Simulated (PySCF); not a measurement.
**C2H13NOSi3: density, localisation and related maps**

```json
{"atom": "C", "x (Å)": "-1.8131", "y (Å)": "1.8575", "z (Å)": "0.2100"}
{"atom": "Si", "x (Å)": "-1.3008", "y (Å)": "0.4473", "z (Å)": "1.3783"}
{"atom": "Si", "x (Å)": "0.1554", "y (Å)": "-0.9676", "z (Å)": "0.2476"}
{"atom": "C", "x (Å)": "-0.7704", "y (Å)": "-2.0167", "z (Å)": "-1.0651"}
{"atom": "O", "x (Å)": "0.5758", "y (Å)": "-1.9744", "z (Å)": "1.4835"}
{"atom": "Si", "x (Å)": "2.0457", "y (Å)": "-0.0800", "z (Å)": "-0.7687"}
{"atom": "N", "x (Å)": "2.0039", "y (Å)": "1.5982", "z (Å)": "-0.3587"}
{"atom": "H", "x (Å)": "-2.3898", "y (Å)": "1.4840", "z (Å)": "-0.6311"}
{"atom": "H", "x (Å)": "-0.9437", "y (Å)": "2.3684", "z (Å)": "-0.1932"}
{"atom": "H", "x (Å)": "-2.4232", "y (Å)": "2.5957", "z (Å)": "0.7203"}
{"atom": "H", "x (Å)": "-0.6885", "y (Å)": "1.0768", "z (Å)": "2.5647"}
{"atom": "H", "x (Å)": "-2.5447", "y (Å)": "-0.1602", "z (Å)": "1.8890"}
{"atom": "H", "x (Å)": "-1.6146", "y (Å)": "-2.5430", "z (Å)": "-0.6265"}
{"atom": "H", "x (Å)": "-0.1219", "y (Å)": "-2.7656", "z (Å)": "-1.5159"}
{"atom": "H", "x (Å)": "-1.1547", "y (Å)": "-1.3970", "z (Å)": "-1.8692"}
{"atom": "H", "x (Å)": "1.0528", "y (Å)": "-2.7885", "z (Å)": "1.3459"}
{"atom": "H", "x (Å)": "3.3237", "y (Å)": "-0.7411", "z (Å)": "-0.4037"}
{"atom": "H", "x (Å)": "2.0595", "y (Å)": "-0.0595", "z (Å)": "-2.2381"}
{"atom": "H", "x (Å)": "2.6840", "y (Å)": "2.2139", "z (Å)": "-0.7744"}
{"atom": "H", "x (Å)": "1.8592", "y (Å)": "1.8624", "z (Å)": "0.6024"}
```

Geometry: GFN2-xTB.

All numbers below come from PBE0/pcSseg-1, SCF density, gas phase, non-relativistic (PySCF).

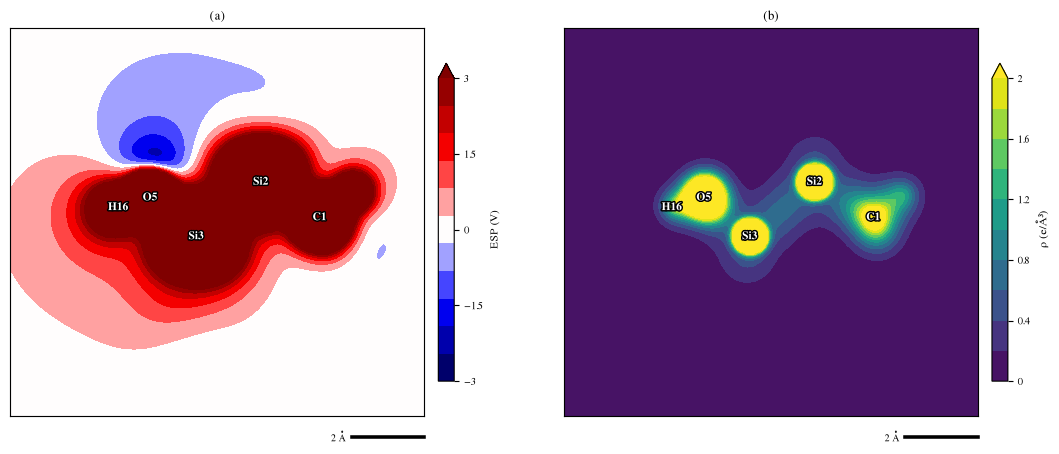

Figure 1. (a) molecular electrostatic potential; (b) total electron density on the plane of atoms Si2, Si3 and O5.

Question: What does the map show?

Answer: The plane passes through C, Si, O and H nuclei. Si–O (1.65 Å): ρ at the midpoint is about 1.1 e/Å³. C–Si (1.90 Å): ρ at the midpoint is about 0.9 e/Å³. Si–Si (2.32 Å): ρ is about 0.68 e/Å³ halfway. O–H (0.95 Å): the density is about 3.7 e/Å³ at the midpoint. Outside the dense part of the molecule the potential is most negative (−2.0 V) near O5.

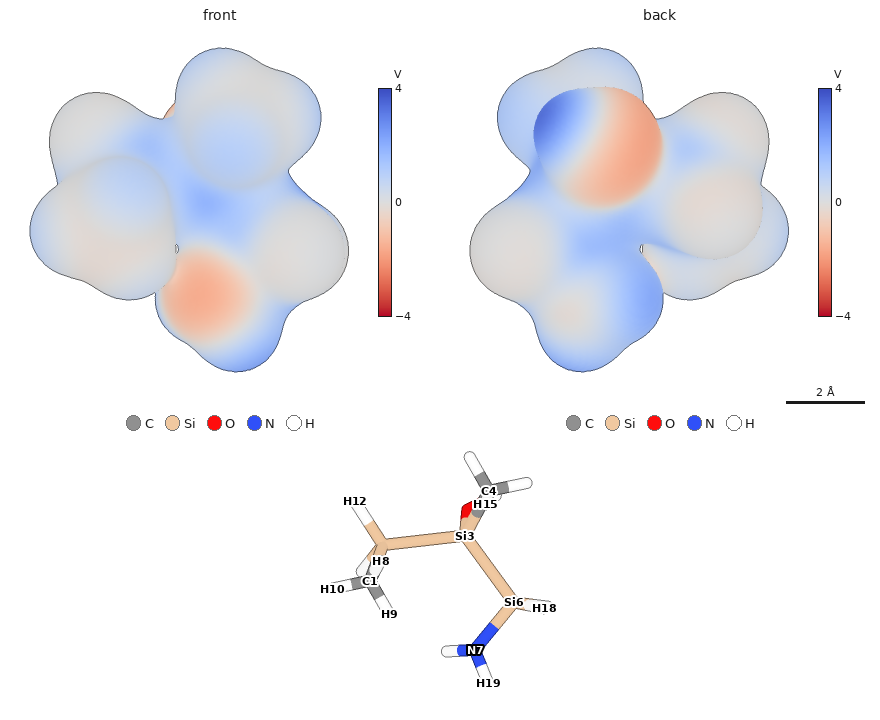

Figure 2. The electrostatic potential painted on the density surface at 0.004 e/bohr³, seen from the front and from behind; red is negative and blue positive. The bare structure is drawn below in the same view.

Question: Where is the surface potential most negative and most positive?

Answer: The most negative region (about −1.7 V) lies over O5, the most positive (about +3.0 V) over H16. O5 is the likeliest acceptor of a hydrogen bond.

Question: How polar is the molecule by this calculation?

Answer: Its dipole moment is 1.26 D.
